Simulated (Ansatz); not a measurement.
# AlH4 (doublet): the correlation ladder at a displaced geometry (v2), 6-31G

How much of the correlation energy of AlH4 (doublet) does each wave-function method recover here?

Program: Ansatz 0.2.0, Gaussian basis. Level of theory: 6-31G, core rule «outside noble gas», up to 5 orbitals frozen. These are calculated values, not measurements.

The runs, in order: UHF; CCSD(T) on ROHF; CCSD(T) on UHF; BCCD(T) on ROHF; CISD; CCSDT(Q) on ROHF; CCSDT(Q) on UHF; CISDTQ; CCSDTQ on ROHF; CCSDTQ on UHF; Full CI.

30 further runs of the same task are left out: 12 for a known fault of the program, 6 that didn't finish, 12 set aside as unsound or not needed.

## Step 1: The system

The geometry is a PBE0/def2-TZVP stationary point (not a proven minimum) with its atoms shifted at random (size 0.100 Å).

5 atoms, charge 0, spin multiplicity 2.

Atoms are counted from 1 here; the program's logs count them from 0.

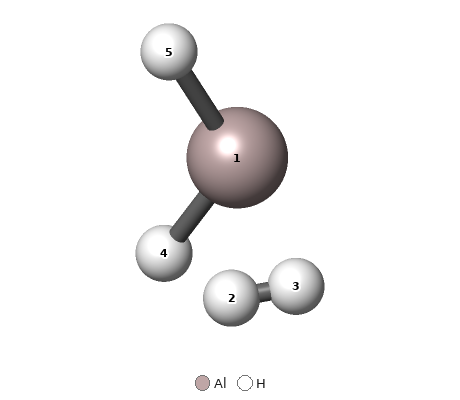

The structure; aluminium light grey, hydrogen white; atoms are numbered from 1 in the order of the file.

## Step 2: UHF

in.yaml

```yaml
crystal:
  periodic: [false, false, false]
  atoms:
    - {symbol: Al, position_ang: [-0.047956, 0.006434, -0.131318]}
    - {symbol: H, position_ang: [0.295759, 0.016463, 1.998816]}
    - {symbol: H, position_ang: [-0.393409, -0.026669, 1.961252]}
    - {symbol: H, position_ang: [0.740067, 1.310277, -0.165719]}
    - {symbol: H, position_ang: [0.641319, -1.472295, -0.279096]}
basis:
  gaussian: {orbitals: 6-31G}
magnetization: {spin_polarized: true, initial_magnetization: 1}
hamiltonian: {xc: hf}
output: {orbitals: {seedname: orbitals}}
```

On the command line:

```console
$ ansatz run in.yaml --threads 1 --pin off --events-out ev --progress --plain --max-ram 2393MiB
```

The runs that follow: CCSD(T) on ROHF; CCSD(T) on UHF; BCCD(T) on ROHF; CISD; CCSDT(Q) on ROHF; CCSDT(Q) on UHF; CISDTQ; CCSDTQ on ROHF; CCSDTQ on UHF; Full CI.

Before running them: what should the planned runs give, taken together? Wanted: FCI below the RHF energy; RMP2 from FCI; UMP2 from FCI; RCCSD from FCI; RCCSD(T) from FCI; UCCSD(T) from FCI; RCCSDT(Q) from FCI; UCCSDT(Q) from FCI; T1 diagnostic.

The runs gave:

| quantity | value |
| --- | --- |
| FCI below the RHF energy | -1.9030 eV |
| RMP2 from FCI | +13.54 kcal/mol |
| UMP2 from FCI | +13.48 kcal/mol |
| RCCSD from FCI | +0.60 kcal/mol |
| RCCSD(T) from FCI | +0.21 kcal/mol |
| UCCSD(T) from FCI | +0.20 kcal/mol |
| RCCSDT(Q) from FCI | 0.00 kcal/mol |
| UCCSDT(Q) from FCI | 0.00 kcal/mol |
| levels within 1 kcal/mol (43 meV) | RCCSD, UCCSD, RCCSD(T), UCCSD(T), BCCD(T), RCCSDT, UCCSDT, CISDTQ, RCCSDT(Q), UCCSDT(Q), RCCSDTQ, UCCSDTQ |
| T1 diagnostic | 0.013 |
| effectively unpaired electrons | 1.02 |

RCCSD(T) lands +0.21 kcal/mol from the yardstick (0.5 % of the correlation energy). One determinant dominates. These misses are within one basis, not against nature; the frozen cores of restricted and unrestricted runs differ, which can shift their rows.
